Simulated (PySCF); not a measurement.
## What a change does: NMR shielding calculation on Si2H5F

System: Si2H5F, SMILES F[SiH2][SiH3].
Method of the first run: GIAO PBE0/STO-3G NMR shielding, non-relativistic, gas phase (PySCF 2.14.0).

The geometry comes from this level: PBE0-D3(BJ)/def2-SVP. Text and figures count atoms from 1; the logs count them from 0 in places.

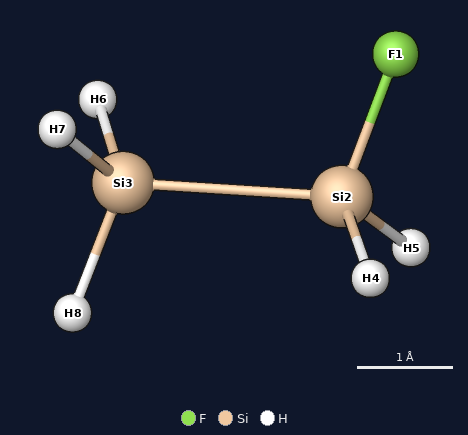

Figure 1. The input geometry (ball-and-stick view, seen at a tilt; atoms are numbered from 1 in the order of the input).

## The input, the first run
```
{"job": {"kind": "nmr", "xc": "PBE0", "basis": "STO-3G", "pop": true}, "charge": 0, "multiplicity": 1}
F      1.874756     0.208858     1.318996
Si     1.213427    -0.008187    -0.157961
Si    -1.116243     0.107697     0.053612
H      1.650590    -1.339707    -0.672810
H      1.734255     1.059979    -1.061725
H     -1.520695     1.445002     0.582794
H     -1.603024    -0.957621     0.981146
H     -1.735864    -0.094098    -1.293391
```

The first line tells a small driver script what to run in PySCF; the rest is the geometry in Å.

Hardware: 1 CPU thread, shared host.

## Output (the first run)
```
coarse grid: 7440 points
cycle   1  E = -673.3217264830  dE = -4.348e-01  |g| = 3.727e-01  |ddm| = 2.887e+00
cycle   2  E = -673.2816446021  dE =  4.008e-02  |g| = 5.731e-01  |ddm| = 1.608e+00
cycle   3  E = -673.3921543660  dE = -1.105e-01  |g| = 2.498e-02  |ddm| = 8.731e-01
cycle   4  E = -673.3923815479  dE = -2.272e-04  |g| = 7.110e-03  |ddm| = 4.955e-02
cycle   5  E = -673.3924060997  dE = -2.455e-05  |g| = 4.853e-04  |ddm| = 1.636e-02
cycle   6  E = -673.3924062209  dE = -1.212e-07  |g| = 9.455e-05  |ddm| = 1.073e-03
final grid: 62320 points
cycle   7  E = -673.3550892476  dE = -1.309e-06  |g| = 1.055e-03  |ddm| = 5.082e-03
cycle   8  E = -673.3550894114  dE = -1.637e-07  |g| = 8.837e-04  |ddm| = 3.350e-03
cycle   9  E = -673.3550897215  dE = -3.101e-07  |g| = 7.449e-05  |ddm| = 1.557e-03
cycle  10  E = -673.3550897240  dE = -2.515e-09  |g| = 8.679e-06  |ddm| = 1.570e-04
cycle  11  E = -673.3550897240  dE = -3.524e-11  |g| = 2.016e-06  |ddm| = 1.982e-05
converged SCF energy = -673.3550897240

GIAO shielding tensors (ppm)
atom      isotropic    diamagn.    paramagn.     s11        s22        s33       span
  0 F      549.032     454.390      94.642    349.927    637.026    660.143    310.217
  1 Si     538.336     868.700    -330.364    461.956    509.169    643.884    181.927
  2 Si     609.570     870.206    -260.637    602.416    612.241    614.052     11.637
  3 H       30.181      31.304      -1.123     26.513     27.666     36.365      9.852
  4 H       30.183      31.189      -1.007     26.514     27.667     36.367      9.853
  5 H       31.056      31.089      -0.033     27.457     28.552     37.159      9.702
  6 H       31.055      31.197      -0.142     27.454     28.554     37.157      9.703
  7 H       31.087      31.185      -0.098     27.525     28.326     37.410      9.885
```

The input of the second run differs as follows (lines with − go, lines with + come):
```diff
-"basis": "STO-3G"
+"basis": "def2-SVP"
```

How does the second run compare with the first run?

The total energy of the second run is 4961.2 kcal/mol lower, which measures the change of basis and not a stability. The HOMO goes from −4.66 to −8.42 eV. The LUMO goes from 6.21 to −0.38 eV. The dipole moment goes from 0.66 to 1.39 D. Of all shieldings, the largest change is that of Si2, by −136.9 ppm. The SCF takes 10 iterations against 11. The basis functions go from 28 to 75.

## Output (the second run)
```
coarse grid: 7440 points
cycle   1  E = -681.1279801222  dE = -1.514e-01  |g| = 5.302e-01  |ddm| = 2.426e+00
cycle   2  E = -681.0493397373  dE =  7.864e-02  |g| = 8.732e-01  |ddm| = 1.153e+00
cycle   3  E = -681.1780823300  dE = -1.287e-01  |g| = 2.264e-02  |ddm| = 7.375e-01
cycle   4  E = -681.1781940924  dE = -1.118e-04  |g| = 9.309e-03  |ddm| = 4.130e-02
cycle   5  E = -681.1782219006  dE = -2.781e-05  |g| = 9.301e-04  |ddm| = 1.422e-02
cycle   6  E = -681.1782222576  dE = -3.570e-07  |g| = 1.547e-04  |ddm| = 1.673e-03
final grid: 62320 points
cycle   7  E = -681.2612490816  dE = -3.681e-06  |g| = 2.674e-04  |ddm| = 7.696e-03
cycle   8  E = -681.2612491049  dE = -2.328e-08  |g| = 9.098e-05  |ddm| = 7.003e-04
cycle   9  E = -681.2612491070  dE = -2.107e-09  |g| = 5.889e-05  |ddm| = 1.900e-04
cycle  10  E = -681.2612491077  dE = -7.326e-10  |g| = 2.070e-05  |ddm| = 6.979e-05
converged SCF energy = -681.2612491077

GIAO shielding tensors (ppm)
atom      isotropic    diamagn.    paramagn.     s11        s22        s33       span
  0 F      424.634     465.832     -41.198    375.112    426.120    472.669     97.557
  1 Si     401.455     877.741    -476.286    318.166    383.697    502.502    184.336
  2 Si     509.020     880.188    -371.168    502.461    508.192    516.406     13.945
  3 H       25.714      28.552      -2.838     22.616     24.865     29.661      7.045
  4 H       25.714      28.473      -2.759     22.618     24.864     29.661      7.043
  5 H       27.696      29.057      -1.362     24.942     25.549     32.596      7.654
  6 H       27.694      29.125      -1.431     24.941     25.549     32.593      7.651
  7 H       28.053      29.056      -1.003     25.575     25.587     32.997      7.422
```

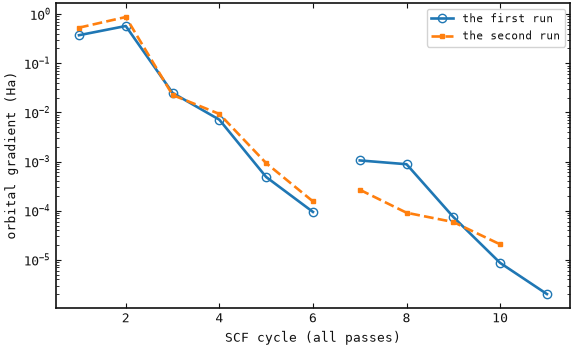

Figure 2. Convergence of the two runs: orbital gradient against the SCF cycle. A break in a curve parts two SCF passes (coarse and final grid). The first run takes 11 cycles in all, and the second run takes 10.

## The two runs side by side

| quantity | the first run | the second run |
| --- | --- | --- |
| outcome | converged | converged |
| total energy (hartree) | −673.355090 | −681.261249 |
| HOMO (eV) | −4.66 | −8.42 |
| LUMO (eV) | 6.21 | −0.38 |
| dipole moment (D) | 0.66 | 1.39 |
| shielding of F1 (ppm) | 549.0 | 424.6 |
| shielding of Si2 (ppm) | 538.3 | 401.5 |
| shielding of Si3 (ppm) | 609.6 | 509.0 |
| shielding of H4 (ppm) | 30.2 | 25.7 |
| shielding of H5 (ppm) | 30.2 | 25.7 |
| shielding of H6 (ppm) | 31.1 | 27.7 |
| shielding of H7 (ppm) | 31.1 | 27.7 |
| SCF iterations | 11 | 10 |
| basis functions | 28 | 75 |
| wall time (shared host) | 1.5 s | 3.1 s |
